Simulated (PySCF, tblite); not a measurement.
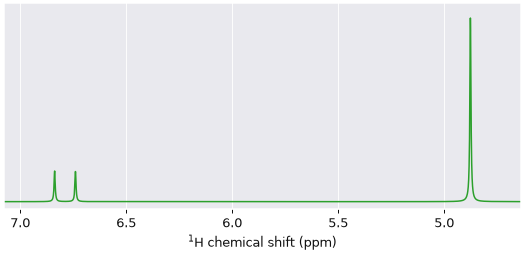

GIAO shifts, PBE0/pcSseg-1, PySCF, at a GFN2-xTB geometry (a minimum by its frequencies), against TMS for ¹H computed at the same level. Gas phase, fully decoupled, line heights follow the number of nuclei, widths are arbitrary (no quadrupolar broadening); values of one conformer, averaged over nuclei that symmetry, rotation about single bonds or inversion at nitrogen exchange, these motions taken as fast; other conformers aren't averaged in.

**Which molecule was computed?**
A. CH₈NPSi₂, SMILES C=PN([SiH3])[SiH3]
B. C₇H₁₀NP, SMILES CC(C)=Pn1cccc1
C. C₅H₉N₂P, SMILES CCn1cpc(C)n1
D. C₆H₉N₃Si, SMILES C[SiH](C)n1nccc1C#N

A. Its ¹H signals: 6.84 (1 H), 6.74 (1 H), 4.88 (6 H) ppm.

Note: the tight-binding geometry is rougher than a DFT one and adds to the error.
